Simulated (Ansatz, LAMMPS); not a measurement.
# Amorphous 96SiO2-4P2O5 (mol %) (88 atoms): relaxation and levels of theory

Which bonds does the relaxation leave, and how do the Kohn-Sham gap, forces and pressure change with k-mesh and functional?

Calculated with Ansatz 0.2.0: Kohn-Sham DFT, PBE, PAW (set soft_2), plane waves; cutoff 420 eV, Γ point, fermi-dirac smearing of 0.025 eV.

**The cell**

Density at the start: 2.21 g/cm³. The cell holds 88 atoms: 27 Si, 2 P and 59 O. Cell: a = 10.977 Å, b = 10.977 Å, c = 10.977 Å, α = 90.0°, β = 90.0°, γ = 90.0°. 88 atoms (27 Si, 2 P, 59 O) placed at random at 2.21 g/cm³, melted at 5000 K for 10 ps at fixed volume with the Morse and Coulomb pair potential with partial charges (Pedone, Malavasi, Menziani, Cormack and Segre, J. Phys. Chem. B 110, 11780 (2006)). Quenched from 5000 K to 300 K at 50 K/ps and fixed volume, held 5 ps, then minimised at fixed cell.

Cell and atoms were relaxed with PBE. The walk converged after 13 steps by the program's count, with a largest force component of 0.0197 eV/Å; it began at an r.m.s. force component of 0.84 eV/Å. The edges went from 10.977, 10.977, 10.977 to 10.696, 10.405, 11.445 Å, and the volume from 15.030 to 14.460 Å³ an atom (-3.8 %).

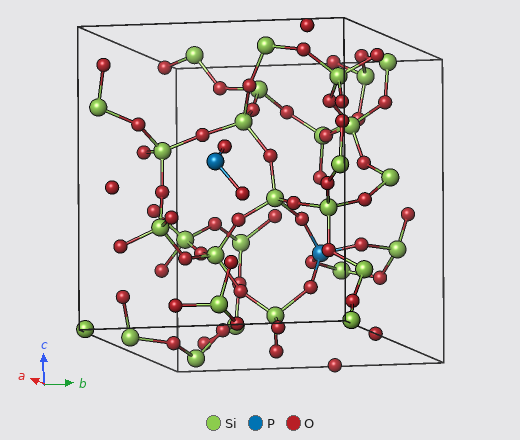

The relaxed cell. Bonds to atoms that aren't drawn are left out. Some periodic images of atoms are drawn too.

The input of the reference single point:

```yaml
crystal:
  lattice:
    - [10.69416, -0.1819, -0.09455]
    - [-0.1819, 10.40285, -0.14518]
    - [-0.09455, -0.14518, 11.44408]
  atoms:
    - { symbol: Si, position: [0.28831, 0.90147, 0.95456] }
    - { symbol: Si, position: [0.02515, 0.24907, 0.41443] }
    - { symbol: Si, position: [0.06562, 0.24292, 0.13542] }
    - { symbol: Si, position: [0.2918, 0.1769, 0.99882] }
    [... 82 atom lines left out ...]
    - { symbol: O, position: [0.40875, 0.89527, 0.04247] }
    - { symbol: O, position: [0.79731, 0.51876, 0.03321] }
kpoints:
  mp_grid: { grid: [1, 1, 1] }
hamiltonian:
  xc: pbe
scf:
  occupations: { method: fermi_dirac, width: 0.025 }
output:
  forces: true
  stress: true
  populations: true
  dos:
    method: { smearing: { sigma: 0.08 } }
    de: 0.05
    projected: { site_lists: { O: [O], P: [P], Si: [Si] } }
  eigenvalues: true
  write_density: true
  write_potential: true
  volumetric_format: npy
```

**Bonds after relaxation**

Bonds by pair of elements; cutoffs follow the first minimum of g(r), held within bounds set by covalent radii, and pairs that aren't listed don't count as bonded:

| pair A-B | cutoff (Å) | bonds | mean length (Å) | spread (Å) | shortest (Å) | B about A | A about B |
| --- | --- | --- | --- | --- | --- | --- | --- |
| O-Si | 2.12 | 109 | 1.64 | 0.031 | 1.59 | 1.85 | 4.04 |
| O-P | 2.02 | 8 | 1.55 | 0.041 | 1.47 | 0.136 | 4 |

How many atoms have how many bonded neighbours:

| element | mean | 1 | 2 | 4 | 5 |
| --- | --- | --- | --- | --- | --- |
| O | 1.98 | 1 | 58 | 0 | 0 |
| P | 4 | 0 | 0 | 2 | 0 |
| Si | 4.04 | 0 | 0 | 26 | 1 |

**Levels of theory**

Single points at the relaxed geometry:

```
functional  k-mesh  Kohn-Sham gap (eV)  pressure (GPa)  r.m.s. force component (eV/Å)  SCF cycles     time
       PBE   1×1×1               4.346           -0.01                          0.003           8     11 s
       PBE   2×2×2               4.347            0.00                          0.004           8     82 s
     HSE06   1×1×1               6.152           -4.89                          0.208          17  2.4 min
    r2SCAN   1×1×1               4.996           -4.75                          0.169           9     24 s
    PBEsol   1×1×1               4.309           -2.46                          0.064           8     10 s
```

The gap is that between the highest filled and lowest empty Kohn-Sham level on the run's k-points. Cutoffs: 420 eV for PBE, HSE06 and PBEsol; 500 eV for r2SCAN. Times come from shared hosts and are rough.

**Findings**

By these cutoffs 98 % of O atoms have 2, 100 % of P atoms have 4 and 96 % of Si atoms have 4 neighbours. The Kohn-Sham gap is 4.35 eV with PBE on the 1×1×1 mesh and 4.35 eV on 2×2×2. On the 1×1×1 mesh HSE06 changes the gap by +1.81 eV against PBE. Carrying that shift over to the 2×2×2 mesh gives 4.35 + 1.81 = 6.15 eV, an estimate that takes the shift to be alike at all k-points. On the reference's mesh the gap changes with r2SCAN by +0.65 eV and PBEsol by -0.04 eV. Against the reference the pressure changes with HSE06 by -4.9 GPa, r2SCAN by -4.7 GPa and PBEsol by -2.4 GPa; a negative change means a smaller volume than PBE would take. The denser mesh moves the energy by -0.4 meV/atom and the pressure by +0.00 GPa.

Limits: All single points share the geometry relaxed with PBE. The volume changed by -3.8 % on relaxing; in so small a cell, on this mesh and at this cutoff, the relaxed density is rough. One sample; tail or defect levels can set the gap of a disordered cell. The quench rate of 50 K/ps is many orders above laboratory rates, so the cell is likely richer in defects and strain than a real sample. The network of bonds at the start is that of the classical potential that made the cell, and needn't be the one that DFT or experiment would give. In some runs the program notes that the exchange-correlation potential is rough where the density is thin, it cut back its work space to fit the memory limit, the exchange threshold is loose for the stress and the SCF threshold is loose for the stress.

[Logs are printed without paths, hosts, clocks, repeated set-up lines and the standing remarks that a program may print on its own settings, such as how far it seeks lower states.]

[Hosts, paths, dates, database ids (printed as entryN), source tags and the programs' standing remarks are cut or masked in the printed files.]
